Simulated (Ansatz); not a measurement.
Given this structure:

```yaml
crystal:
  lattice:
    - [11.14876, 0.00000, 0.00000]
    - [0.00000, 6.43674, 0.00000]
    - [0.00000, 0.00000, 5.24317]
  atoms:
    - { symbol: Ca, position: [0.84780, 0.00000, 0.50701] }
    - { symbol: Ga, position: [0.58557, 0.23955, 0.50049] }
    - { symbol: Ga, position: [0.32216, 0.00000, 0.49716] }
    - { symbol: Ga, position: [0.58557, 0.76045, 0.50049] }
    - { symbol: Ga, position: [0.41860, 0.24078, 0.00399] }
    - { symbol: Ga, position: [0.66771, 0.00000, 0.99412] }
    - { symbol: Ga, position: [0.41860, 0.75922, 0.00399] }
    - { symbol: Ga, position: [0.16248, 0.00000, 0.00313] }
    - { symbol: N, position: [0.83791, 0.00000, 0.06927] }
    - { symbol: N, position: [0.58425, 0.24809, 0.12861] }
    - { symbol: N, position: [0.32793, 0.00000, 0.12933] }
    - { symbol: N, position: [0.58425, 0.75191, 0.12861] }
    - { symbol: N, position: [0.42644, 0.20371, 0.64026] }
    - { symbol: N, position: [0.66152, 0.00000, 0.62915] }
    - { symbol: N, position: [0.42644, 0.79629, 0.64026] }
    - { symbol: N, position: [0.15818, 0.00000, 0.62735] }
    - { symbol: Ca, position: [0.34780, 0.50000, 0.50701] }
    - { symbol: Ga, position: [0.08557, 0.73955, 0.50049] }
    - { symbol: Ga, position: [0.82216, 0.50000, 0.49716] }
    - { symbol: Ga, position: [0.08557, 0.26045, 0.50049] }
    - { symbol: Ga, position: [0.91860, 0.74078, 0.00399] }
    - { symbol: Ga, position: [0.16771, 0.50000, 0.99412] }
    - { symbol: Ga, position: [0.91860, 0.25922, 0.00399] }
    - { symbol: Ga, position: [0.66248, 0.50000, 0.00313] }
    - { symbol: N, position: [0.33791, 0.50000, 0.06927] }
    - { symbol: N, position: [0.08425, 0.74809, 0.12861] }
    - { symbol: N, position: [0.82793, 0.50000, 0.12933] }
    - { symbol: N, position: [0.08425, 0.25191, 0.12861] }
    - { symbol: N, position: [0.92644, 0.70371, 0.64026] }
    - { symbol: N, position: [0.16152, 0.50000, 0.62915] }
    - { symbol: N, position: [0.92644, 0.29629, 0.64026] }
    - { symbol: N, position: [0.65818, 0.50000, 0.62735] }
```

**Say what kind of structure these coordinates give.**

The stoichiometry is CaGa7N8. Its lattice is base-centred monoclinic, its space group Cm (No. 8). The cell holds 32 atoms (2 Ca, 14 Ga, 16 N), Z = 2. Each Ca atom is coordinated by five N at 2.17 to 2.95 Å. Around each Ga lie four N in a distorted tetrahedral arrangement at 1.88 to 1.98 Å. With all contacts inside bonding distance counted, the coordination numbers are N 4 to 5 (mean 4.1). The bonds build a three-dimensional framework.

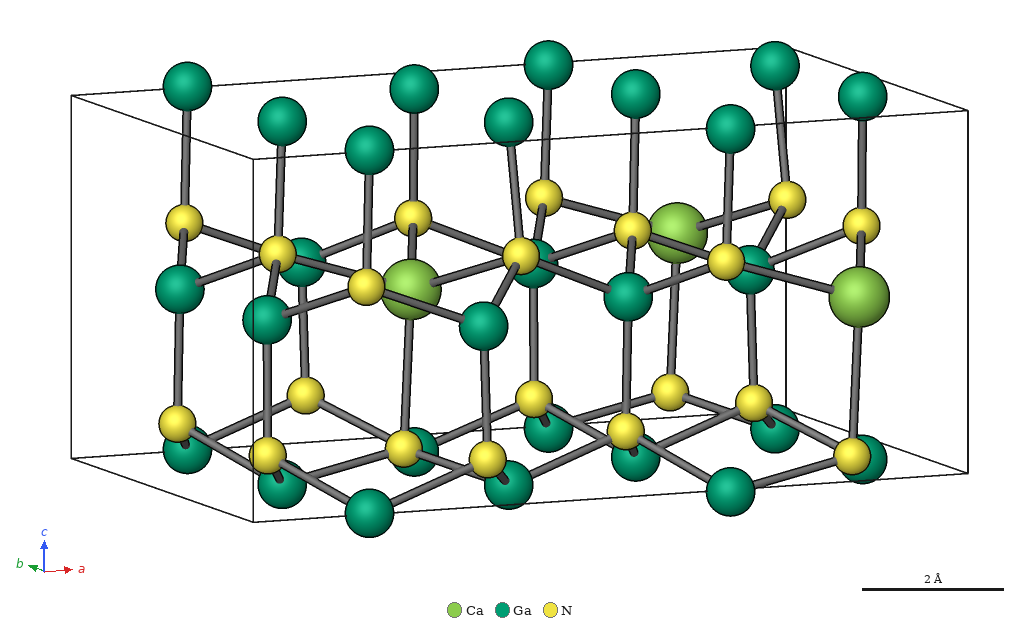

The structure above is drawn in ball-and-stick style and viewed slightly off an axis. One conventional unit cell is outlined, and atoms on its boundary appear in each equivalent place.

The structure comes from a structure listed in the Materials Project, repeated into a supercell with a point defect put in. The atoms were relaxed in a fixed cell with DFT PBE, scalar-relativistic, plane waves, PAW in Ansatz 0.2.0.
